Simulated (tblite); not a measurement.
## Geometry relaxation of C2H8GeNP (part 2 of 2)

The same run, continued: C2H8GeNP; GFN2-xTB geometry optimisation, gas phase (tblite 0.8.0). It belongs to a series of runs on one base structure; here: H on C replaced by CH=NH.

Geometry of the input (Å):
```
N  2.5240  -1.2736  -0.3755
C  1.2947  -0.8317  -0.4841
C  0.9683  0.6062  -0.3112
Ge -0.9319  0.9609  -0.2278
P  -2.2180  -0.9307  -0.3527
H  3.3001  -0.6470  -0.1839
H  0.4779  -1.5388  -0.6873
H  1.4207  1.0250  0.6269
H  1.4053  1.2193  -1.1530
H  -1.2600  1.9651  -1.3604
H  -1.2826  1.5920  1.1530
H  -2.0815  -1.6699  0.8964
H  -3.6213  -0.4764  -0.4193
```

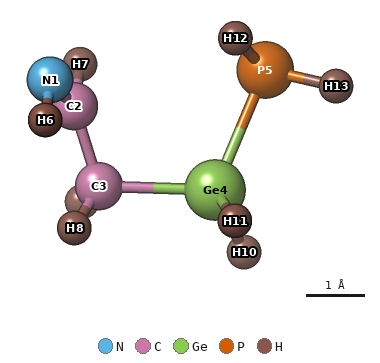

Figure 1. The geometry at step 83 of the log (ball-and-stick view, seen at a tilt; atoms are numbered from 1 in the order of the input).

**Trajectory as extended XYZ, continued**
```
13
Properties=species:S:1:pos:R:3:forces:R:3 step=46 energy=-426.76113
N     2.1824   -1.4421    0.0173   -0.0850   0.1210  -0.0860
C     1.2941   -0.7767   -0.5674   -0.0510   0.0170   0.1840
C     0.9657    0.6812   -0.5039   -0.0100  -0.0670   0.0150
Ge   -0.9932    0.9775   -0.1552    0.0810   0.0410  -0.0110
P    -2.0933   -0.9881   -0.5903    0.0060  -0.1090   0.0270
H     2.8197   -0.9211    0.6193   -0.0760   0.1000   0.0080
H     0.6239   -1.3618   -1.2073    0.0930   0.0930  -0.0050
H     1.5787    1.2368    0.2117    0.0210  -0.2110  -0.0100
H     1.1533    1.1066   -1.4886    0.0230   0.0140  -0.1350
H    -1.4552    2.1012   -1.0682    0.0060  -0.0330   0.0900
H    -1.1723    1.5162    1.2549    0.0100   0.0230  -0.0420
H    -1.6172   -1.5210    0.6020   -0.0160  -0.0820  -0.0480
H    -3.2909   -0.6084   -0.0032    0.0000   0.0940   0.0120
13
Properties=species:S:1:pos:R:3:forces:R:3 step=50 energy=-426.78243
N     2.1448   -1.4333    0.0550   -0.1560   0.0750   0.0780
C     1.2787   -0.7768   -0.5705    0.1000   0.0130  -0.1390
C     0.9611    0.6765   -0.5393    0.0560   0.1050  -0.0300
Ge   -0.9754    0.9784   -0.1331   -0.0770  -0.0630  -0.0300
P    -2.0834   -0.9866   -0.5935   -0.0450   0.0650   0.0220
H     2.7152   -0.8977    0.7097    0.0050   0.0600  -0.0260
H     0.6653   -1.3469   -1.2710    0.0150  -0.0490   0.0010
H     1.5920    1.2227    0.1588    0.1000  -0.0410   0.1380
H     1.1456    1.0989   -1.5315   -0.0640  -0.1050  -0.0050
H    -1.4663    2.0999   -1.0208   -0.0110   0.0310  -0.0080
H    -1.1343    1.5385    1.2709    0.0400  -0.0450  -0.0130
H    -1.5811   -1.5755    0.5590   -0.0390  -0.0430   0.0070
H    -3.2665   -0.5976    0.0272    0.0780  -0.0030   0.0070
13
Properties=species:S:1:pos:R:3:forces:R:3 step=53 energy=-426.79496
N     2.0873   -1.4202    0.1074   -0.1440   0.0350   0.0200
C     1.2772   -0.7648   -0.5931    0.1820  -0.0700   0.0030
C     0.9672    0.6869   -0.5751   -0.0490  -0.0370   0.0420
Ge   -0.9660    0.9752   -0.1131    0.0570   0.0330   0.0330
P    -2.0833   -0.9706   -0.5987   -0.0050  -0.0470  -0.0390
H     2.6093   -0.8815    0.8005   -0.0360   0.0540  -0.0550
H     0.7213   -1.3386   -1.3356   -0.0110  -0.0370   0.0000
H     1.6123    1.2170    0.1255    0.0410   0.0470  -0.0480
H     1.1139    1.0809   -1.5828    0.0190   0.0480   0.0610
H    -1.4714    2.1029   -0.9817   -0.0330   0.0450  -0.0420
H    -1.0672    1.5575    1.2918    0.0130  -0.1090  -0.0350
H    -1.5625   -1.6303    0.5056    0.0020   0.0010   0.0090
H    -3.2425   -0.6139    0.0702   -0.0340   0.0390   0.0500
13
Properties=species:S:1:pos:R:3:forces:R:3 step=56 energy=-426.80025
N     2.0600   -1.4163    0.1325   -0.0950   0.0420  -0.0640
C     1.2830   -0.7655   -0.6086   -0.0160  -0.0370   0.0930
C     0.9714    0.6880   -0.5870    0.0680  -0.0520  -0.0010
Ge   -0.9563    0.9754   -0.1077   -0.0040  -0.0150  -0.1160
P    -2.0835   -0.9711   -0.5999   -0.0430  -0.0010   0.0610
H     2.5587   -0.8577    0.8268   -0.0140   0.0080  -0.0160
H     0.7320   -1.3406   -1.3581    0.0880   0.0150   0.0610
H     1.6265    1.2197    0.1074   -0.0230  -0.0060  -0.0730
H     1.1156    1.0814   -1.5942   -0.0040   0.0770   0.0240
H    -1.4713    2.1138   -0.9704    0.0050  -0.0400   0.0190
H    -1.0478    1.5439    1.2951    0.0110  -0.0690   0.0540
H    -1.5601   -1.6580    0.4910    0.0070   0.0620  -0.0390
H    -3.2326   -0.6127    0.0940    0.0210   0.0150  -0.0040
13
Properties=species:S:1:pos:R:3:forces:R:3 step=60 energy=-426.80818
N     1.9978   -1.4163    0.1813    0.0160   0.0780  -0.0500
C     1.2790   -0.7606   -0.6127    0.0450  -0.0340   0.0290
C     0.9855    0.6916   -0.6151   -0.0490   0.0740  -0.0580
Ge   -0.9445    0.9728   -0.1260   -0.0060  -0.0430   0.1010
P    -2.0871   -0.9694   -0.6012   -0.0540   0.0230  -0.0120
H     2.4750   -0.8513    0.8884   -0.0870  -0.0480  -0.0260
H     0.7721   -1.3266   -1.3953    0.0120  -0.0740   0.0540
H     1.6533    1.2294    0.0567   -0.0280   0.0490   0.0430
H     1.0986    1.0905   -1.6225    0.0620   0.0000  -0.0510
H    -1.4837    2.1316   -0.9430    0.0330  -0.0260   0.0020
H    -1.0241    1.4828    1.3067    0.0160  -0.0490  -0.0290
H    -1.5230   -1.6638    0.4601    0.0330   0.0390   0.0050
H    -3.2033   -0.6103    0.1436    0.0090   0.0110  -0.0080
13
Properties=species:S:1:pos:R:3:forces:R:3 step=63 energy=-426.81388
N     1.9440   -1.4054    0.2206   -0.0450   0.0040  -0.0630
C     1.2794   -0.7574   -0.6245    0.0800   0.0900  -0.0640
C     0.9922    0.7006   -0.6532   -0.0530  -0.0400   0.0570
Ge   -0.9296    0.9605   -0.1145    0.0310   0.0040   0.0030
P    -2.1021   -0.9538   -0.6079    0.0200  -0.0480  -0.0030
H     2.3637   -0.8330    0.9517    0.0290   0.0270   0.0880
H     0.8288   -1.3406   -1.4270   -0.0370   0.0010   0.0090
H     1.6612    1.2472    0.0139   -0.0590  -0.0090   0.0060
H     1.0920    1.1041   -1.6592    0.0500  -0.0720  -0.0660
H    -1.4831    2.1251   -0.9098    0.0180   0.0180   0.0130
H    -0.9672    1.4470    1.3233   -0.0040  -0.0310   0.0170
H    -1.5053   -1.6794    0.4135    0.0470   0.0090  -0.0160
H    -3.1784   -0.6145    0.1941   -0.0790   0.0490   0.0190
13
Properties=species:S:1:pos:R:3:forces:R:3 step=66 energy=-426.81784
N     1.9102   -1.3954    0.2389    0.0160   0.0210   0.0430
C     1.2831   -0.7462   -0.6334    0.0040  -0.0210  -0.0240
C     0.9935    0.7089   -0.6744    0.0400  -0.0160  -0.0380
Ge   -0.9218    0.9552   -0.1172   -0.0240   0.0020  -0.0510
P    -2.1097   -0.9550   -0.6043   -0.0070   0.0080   0.0130
H     2.3040   -0.8283    0.9924   -0.0070  -0.0010  -0.0310
H     0.8490   -1.3377   -1.4401    0.0050   0.0340  -0.0090
H     1.6649    1.2559   -0.0101   -0.0680   0.0220   0.0000
H     1.0998    1.1009   -1.6880   -0.0030  -0.0730   0.0500
H    -1.4756    2.1359   -0.8922    0.0150  -0.0020   0.0440
H    -0.9482    1.4034    1.3316    0.0080   0.0020   0.0230
H    -1.4812   -1.6868    0.3950    0.0000   0.0260  -0.0090
H    -3.1724   -0.6103    0.2228    0.0200  -0.0010  -0.0120
13
Properties=species:S:1:pos:R:3:forces:R:3 step=70 energy=-426.81983
N     1.8956   -1.3927    0.2511   -0.0200  -0.0180  -0.0190
C     1.2880   -0.7456   -0.6370   -0.0060  -0.0170   0.0340
C     0.9968    0.7073   -0.6865   -0.0450  -0.0150   0.0390
Ge   -0.9187    0.9487   -0.1229    0.0030   0.0050   0.0240
P    -2.1153   -0.9530   -0.6072    0.0050  -0.0040  -0.0070
H     2.2706   -0.8239    1.0108    0.0250   0.0280  -0.0010
H     0.8622   -1.3332   -1.4504    0.0370  -0.0050  -0.0080
H     1.6531    1.2689   -0.0211   -0.0070   0.0020  -0.0020
H     1.1004    1.0882   -1.7005    0.0100  -0.0050  -0.0410
H    -1.4742    2.1398   -0.8695   -0.0070   0.0550  -0.0090
H    -0.9357    1.3810    1.3341    0.0140  -0.0150  -0.0100
H    -1.4654   -1.6778    0.3822   -0.0070  -0.0090   0.0000
H    -3.1618   -0.6073    0.2379   -0.0020  -0.0030   0.0010
13
Properties=species:S:1:pos:R:3:forces:R:3 step=73 energy=-426.82091
N     1.8739   -1.3887    0.2681    0.0190   0.0170  -0.0190
C     1.2897   -0.7452   -0.6381   -0.0230  -0.0040   0.0000
C     0.9929    0.7064   -0.6984    0.0210  -0.0010  -0.0070
Ge   -0.9159    0.9476   -0.1205   -0.0180   0.0110  -0.0090
P    -2.1215   -0.9481   -0.6098    0.0170  -0.0100   0.0200
H     2.2315   -0.8114    1.0310   -0.0020  -0.0040   0.0040
H     0.8913   -1.3315   -1.4665    0.0250  -0.0260   0.0260
H     1.6458    1.2766   -0.0365    0.0040  -0.0070  -0.0090
H     1.1008    1.0774   -1.7174   -0.0210  -0.0040   0.0150
H    -1.4705    2.1507   -0.8531   -0.0020   0.0290   0.0140
H    -0.9090    1.3633    1.3411    0.0020  -0.0090  -0.0100
H    -1.4608   -1.6856    0.3644   -0.0040   0.0050  -0.0220
H    -3.1526   -0.6108    0.2567   -0.0190   0.0020  -0.0030
13
Properties=species:S:1:pos:R:3:forces:R:3 step=76 energy=-426.82143
N     1.8650   -1.3855    0.2749    0.0500   0.0010   0.0270
C     1.2893   -0.7447   -0.6382    0.0110   0.0070  -0.0100
C     0.9919    0.7059   -0.7038   -0.0150   0.0020  -0.0090
Ge   -0.9165    0.9483   -0.1213    0.0080   0.0070  -0.0170
P    -2.1241   -0.9457   -0.6090   -0.0150   0.0080  -0.0200
H     2.2143   -0.8077    1.0417   -0.0180  -0.0050  -0.0050
H     0.9093   -1.3356   -1.4706   -0.0130  -0.0220   0.0030
H     1.6448    1.2794   -0.0453    0.0070  -0.0060  -0.0040
H     1.0956    1.0736   -1.7238   -0.0090   0.0010  -0.0030
H    -1.4715    2.1584   -0.8432    0.0020   0.0180   0.0200
H    -0.8961    1.3507    1.3422   -0.0090   0.0040   0.0120
H    -1.4543   -1.6867    0.3541   -0.0030  -0.0030   0.0100
H    -3.1521   -0.6099    0.2634    0.0040  -0.0120  -0.0030
13
Properties=species:S:1:pos:R:3:forces:R:3 step=80 energy=-426.82222
N     1.8682   -1.3807    0.2815   -0.0180  -0.0030  -0.0040
C     1.2940   -0.7483   -0.6389    0.0080   0.0000  -0.0070
C     0.9870    0.7014   -0.7110    0.0040  -0.0160   0.0000
Ge   -0.9170    0.9514   -0.1233   -0.0080  -0.0070   0.0230
P    -2.1278   -0.9416   -0.6139   -0.0200   0.0160  -0.0060
H     2.1931   -0.7983    1.0538    0.0290   0.0200   0.0210
H     0.9285   -1.3479   -1.4725    0.0010   0.0130   0.0100
H     1.6385    1.2808   -0.0554    0.0070  -0.0150  -0.0170
H     1.0885    1.0643   -1.7326   -0.0030   0.0040  -0.0140
H    -1.4715    2.1760   -0.8216    0.0090   0.0000   0.0010
H    -0.8845    1.3424    1.3444   -0.0120  -0.0090   0.0040
H    -1.4516   -1.6872    0.3423   -0.0010   0.0070   0.0000
H    -3.1498   -0.6120    0.2682    0.0030  -0.0110  -0.0100
13
Properties=species:S:1:pos:R:3:forces:R:3 step=83 energy=-426.82254
N     1.8708   -1.3793    0.2825    0.0040  -0.0010   0.0210
C     1.2952   -0.7484   -0.6379   -0.0030  -0.0010   0.0070
C     0.9852    0.7000   -0.7124    0.0100   0.0040  -0.0100
Ge   -0.9193    0.9529   -0.1237    0.0030  -0.0040   0.0070
P    -2.1301   -0.9397   -0.6167    0.0070  -0.0030   0.0000
H     2.1987   -0.7985    1.0560    0.0070   0.0130  -0.0160
H     0.9291   -1.3492   -1.4694   -0.0040  -0.0050  -0.0050
H     1.6393    1.2791   -0.0598    0.0040   0.0050  -0.0020
H     1.0860    1.0624   -1.7347   -0.0100  -0.0070  -0.0030
H    -1.4693    2.1832   -0.8179    0.0130  -0.0140   0.0070
H    -0.8880    1.3367    1.3452   -0.0090  -0.0030   0.0130
H    -1.4523   -1.6822    0.3417    0.0030   0.0050  -0.0190
H    -3.1496   -0.6164    0.2681   -0.0250   0.0100   0.0000
13
Properties=species:S:1:pos:R:3:forces:R:3 step=86 energy=-426.82323
N     1.8681   -1.3701    0.2956    0.0360  -0.0160   0.0270
C     1.2995   -0.7513   -0.6373   -0.0100   0.0120   0.0110
C     0.9846    0.6946   -0.7231   -0.0380   0.0250   0.0190
Ge   -0.9186    0.9505   -0.1188    0.0350  -0.0030  -0.0250
P    -2.1411   -0.9312   -0.6223    0.0100  -0.0030  -0.0230
H     2.1905   -0.7792    1.0645   -0.0160   0.0030  -0.0270
H     0.9448   -1.3609   -1.4670   -0.0130  -0.0080  -0.0020
H     1.6392    1.2788   -0.0762    0.0130   0.0200   0.0020
H     1.0763    1.0550   -1.7465   -0.0070  -0.0190  -0.0150
H    -1.4591    2.1940   -0.7961    0.0050  -0.0120   0.0010
H    -0.8803    1.3176    1.3527    0.0000   0.0000   0.0320
H    -1.4520   -1.6776    0.3236   -0.0010  -0.0170  -0.0060
H    -3.1562   -0.6198    0.2719   -0.0140   0.0180   0.0070
13
Properties=species:S:1:pos:R:3:forces:R:3 step=89 energy=-426.82379
N     1.8759   -1.3633    0.3022    0.0260  -0.0140  -0.0040
C     1.3029   -0.7556   -0.6353   -0.0340   0.0200  -0.0060
C     0.9807    0.6894   -0.7267    0.0120   0.0040   0.0070
Ge   -0.9159    0.9494   -0.1131   -0.0080  -0.0030   0.0100
P    -2.1471   -0.9242   -0.6281   -0.0020   0.0050  -0.0090
H     2.1921   -0.7594    1.0623    0.0050   0.0010   0.0210
H     0.9522   -1.3730   -1.4616   -0.0100   0.0090   0.0130
H     1.6382    1.2764   -0.0845    0.0080   0.0210  -0.0130
H     1.0686    1.0452   -1.7527   -0.0140  -0.0190   0.0040
H    -1.4511    2.1988   -0.7816   -0.0010  -0.0010  -0.0120
H    -0.8788    1.3138    1.3619    0.0120  -0.0190  -0.0010
H    -1.4572   -1.6789    0.3110   -0.0130  -0.0160  -0.0040
H    -3.1650   -0.6181    0.2672    0.0200   0.0120  -0.0060
13
Properties=species:S:1:pos:R:3:forces:R:3 step=93 energy=-426.82537
N     1.9085   -1.3532    0.3079   -0.0350   0.0520  -0.0200
C     1.3026   -0.7590   -0.6189    0.0550  -0.0270   0.0400
C     0.9719    0.6837   -0.7223    0.0520  -0.0240  -0.0340
Ge   -0.9167    0.9506   -0.1002   -0.0370   0.0030   0.0220
P    -2.1554   -0.9092   -0.6482    0.0020  -0.0040   0.0260
H     2.2335   -0.7379    1.0560    0.0090  -0.0220  -0.0020
H     0.9423   -1.3869   -1.4336   -0.0210   0.0150   0.0310
H     1.6450    1.2867   -0.1104   -0.0290  -0.0060  -0.0130
H     1.0386    1.0110   -1.7597   -0.0110   0.0210   0.0090
H    -1.4327    2.2104   -0.7647   -0.0120   0.0010   0.0080
H    -0.8896    1.2931    1.3815    0.0220  -0.0120  -0.0270
H    -1.4732   -1.6759    0.2888   -0.0250  -0.0120  -0.0220
H    -3.1793   -0.6127    0.2449    0.0320   0.0150  -0.0190
13
Properties=species:S:1:pos:R:3:forces:R:3 step=96 energy=-426.82705
N     1.9097   -1.3244    0.3431   -0.0380   0.0060   0.0080
C     1.3104   -0.7605   -0.6065    0.0770  -0.0190   0.0230
C     0.9696    0.6745   -0.7464   -0.0680   0.0150  -0.0010
Ge   -0.9120    0.9423   -0.0871    0.0490   0.0060  -0.0490
P    -2.1817   -0.8842   -0.6707    0.0130  -0.0130  -0.0140
H     2.2136   -0.6872    1.0820    0.0190  -0.0200  -0.0160
H     0.9668   -1.4104   -1.4115   -0.0100   0.0160   0.0470
H     1.6460    1.3055   -0.1677   -0.0220  -0.0250  -0.0050
H     1.0035    0.9740   -1.7924    0.0050   0.0280  -0.0300
H    -1.4026    2.2363   -0.7053   -0.0320  -0.0120   0.0240
H    -0.8564    1.2229    1.4022    0.0200   0.0170   0.0250
H    -1.4882   -1.6817    0.2304   -0.0170  -0.0260  -0.0140
H    -3.1831   -0.6067    0.2510    0.0040   0.0270   0.0010
13
Properties=species:S:1:pos:R:3:forces:R:3 step=99 energy=-426.83035
N     1.9217   -1.2578    0.4131    0.0220  -0.1110   0.0530
C     1.3323   -0.7630   -0.5778   -0.0590   0.0410  -0.0800
C     0.9538    0.6528   -0.7927   -0.0330   0.0300   0.0040
Ge   -0.8910    0.9214   -0.0557    0.0290  -0.0240  -0.0280
P    -2.2289   -0.8266   -0.7206    0.0060   0.0090  -0.0430
H     2.1915   -0.5725    1.1182    0.0630   0.0350   0.0570
H     1.0108   -1.4626   -1.3475    0.0100  -0.0130   0.0040
H     1.6392    1.3276   -0.2796    0.0050   0.0090  -0.0040
H     0.9268    0.8997   -1.8525    0.0420  -0.0050  -0.0370
H    -1.3562    2.2625   -0.5791   -0.0600   0.0180   0.0150
H    -0.7746    1.1042    1.4443    0.0110   0.0140   0.0310
H    -1.5455   -1.7128    0.0996    0.0130  -0.0170   0.0070
H    -3.1844   -0.5724    0.2512   -0.0500   0.0140   0.0230
13
Properties=species:S:1:pos:R:3:forces:R:3 step=103 energy=-426.83227
N     1.9686   -1.2338    0.4307   -0.0050   0.0250  -0.0070
C     1.3405   -0.7682   -0.5528    0.0120   0.0120   0.0460
C     0.9370    0.6378   -0.7985    0.0670  -0.0070  -0.0180
Ge   -0.8887    0.9177   -0.0325   -0.0260  -0.0040   0.0140
P    -2.2449   -0.7933   -0.7540    0.0030  -0.0020   0.0060
H     2.2625   -0.5316    1.1126    0.0040  -0.0100  -0.0200
H     1.0082   -1.4937   -1.2923   -0.0200  -0.0180  -0.0160
H     1.6332    1.3343   -0.3303   -0.0070   0.0070   0.0040
H     0.8796    0.8481   -1.8665    0.0400  -0.0090   0.0000
H    -1.3453    2.2734   -0.5282   -0.0470   0.0130   0.0130
H    -0.7669    1.0771    1.4735    0.0160  -0.0100  -0.0230
H    -1.5777   -1.7133    0.0452   -0.0190   0.0050  -0.0040
H    -3.2106   -0.5541    0.2141   -0.0170  -0.0020   0.0060
13
Properties=species:S:1:pos:R:3:forces:R:3 step=106 energy=-426.83429
N     2.0082   -1.2237    0.4317    0.0400  -0.0160   0.0220
C     1.3439   -0.7685   -0.5312   -0.0480  -0.0030  -0.0050
C     0.9410    0.6331   -0.7951   -0.0590   0.0030   0.0160
Ge   -0.8914    0.9125   -0.0287    0.0270   0.0290  -0.0420
P    -2.2526   -0.7833   -0.7720   -0.0440   0.0120  -0.0240
H     2.3487   -0.5165    1.0849   -0.0050   0.0170  -0.0090
H     0.9637   -1.5050   -1.2382    0.0060  -0.0030   0.0020
H     1.6302    1.3457   -0.3453    0.0440   0.0080   0.0380
H     0.8739    0.8221   -1.8648    0.0350   0.0090  -0.0550
H    -1.3510    2.2772   -0.5074   -0.0230  -0.0310   0.0130
H    -0.7730    1.0573    1.4755    0.0220  -0.0090   0.0230
H    -1.6129   -1.7160    0.0315    0.0010  -0.0090   0.0260
H    -3.2331   -0.5342    0.1801    0.0040  -0.0070  -0.0050
13
Properties=species:S:1:pos:R:3:forces:R:3 step=109 energy=-426.83601
N     2.0283   -1.2218    0.4215    0.0540  -0.0670   0.0240
C     1.3354   -0.7688   -0.5204   -0.0520   0.0570  -0.0520
C     0.9502    0.6382   -0.7893   -0.0020   0.0030   0.0000
Ge   -0.8932    0.9078   -0.0460    0.0090   0.0010   0.0040
P    -2.2588   -0.7954   -0.7748   -0.0260   0.0270  -0.0130
H     2.4054   -0.5074    1.0414    0.0490   0.0630   0.1020
H     0.9189   -1.5083   -1.1997   -0.0430  -0.0330  -0.0660
H     1.6385    1.3411   -0.3181   -0.0060  -0.0230   0.0100
H     0.9193    0.8312   -1.8616   -0.0160   0.0000   0.0040
H    -1.3770    2.2674   -0.5092   -0.0100  -0.0100  -0.0250
H    -0.7801    1.0545    1.4604    0.0260  -0.0210   0.0050
H    -1.6468   -1.7248    0.0540    0.0160   0.0080   0.0220
H    -3.2446   -0.5134    0.1629    0.0000  -0.0050  -0.0140
13
Properties=species:S:1:pos:R:3:forces:R:3 step=113 energy=-426.83715
N     2.0474   -1.2159    0.4207    0.0320   0.0050   0.0340
C     1.3380   -0.7697   -0.5136   -0.0080   0.0010  -0.0070
C     0.9451    0.6339   -0.7869    0.0000   0.0000  -0.0150
Ge   -0.8941    0.9081   -0.0405   -0.0210  -0.0060   0.0110
P    -2.2649   -0.7846   -0.7845    0.0320  -0.0130   0.0070
H     2.4319   -0.5007    1.0407   -0.0140  -0.0020  -0.0150
H     0.9143   -1.5147   -1.1858   -0.0070   0.0000  -0.0150
H     1.6365    1.3394   -0.3248   -0.0070  -0.0050   0.0020
H     0.9024    0.8191   -1.8605    0.0080   0.0040   0.0120
H    -1.3775    2.2670   -0.5052    0.0010   0.0020  -0.0080
H    -0.7761    1.0447    1.4667    0.0130  -0.0110  -0.0050
H    -1.6523   -1.7151    0.0458   -0.0120   0.0130  -0.0090
H    -3.2549   -0.5110    0.1489   -0.0170   0.0110   0.0080
13
Properties=species:S:1:pos:R:3:forces:R:3 step=116 energy=-426.83750
N     2.0522   -1.2059    0.4269    0.0000   0.0000   0.0010
C     1.3395   -0.7708   -0.5107    0.0010   0.0030   0.0010
C     0.9433    0.6305   -0.7912    0.0020   0.0000   0.0010
Ge   -0.8936    0.9042   -0.0395   -0.0030  -0.0050   0.0010
P    -2.2718   -0.7792   -0.7881    0.0000   0.0000   0.0010
H     2.4312   -0.4814    1.0389    0.0000  -0.0030  -0.0010
H     0.9166   -1.5207   -1.1783    0.0060   0.0010  -0.0020
H     1.6327    1.3379   -0.3289   -0.0020   0.0000  -0.0030
H     0.9037    0.8132   -1.8648   -0.0010   0.0020  -0.0020
H    -1.3760    2.2672   -0.4945    0.0030  -0.0020   0.0020
H    -0.7586    1.0254    1.4670   -0.0030   0.0000   0.0000
H    -1.6630   -1.7159    0.0363   -0.0040   0.0010   0.0060
H    -3.2605   -0.5039    0.1479    0.0000   0.0040  -0.0040
```

**Summary**

```json
{"quantity": "outcome", "value": "converged"}
{"quantity": "total energy", "value": "−426.8375 eV"}
{"quantity": "hardware", "value": "1 CPU thread, shared host"}
{"quantity": "wall time", "value": "0.66 s"}
{"quantity": "peak memory", "value": "0.18 GiB"}
```
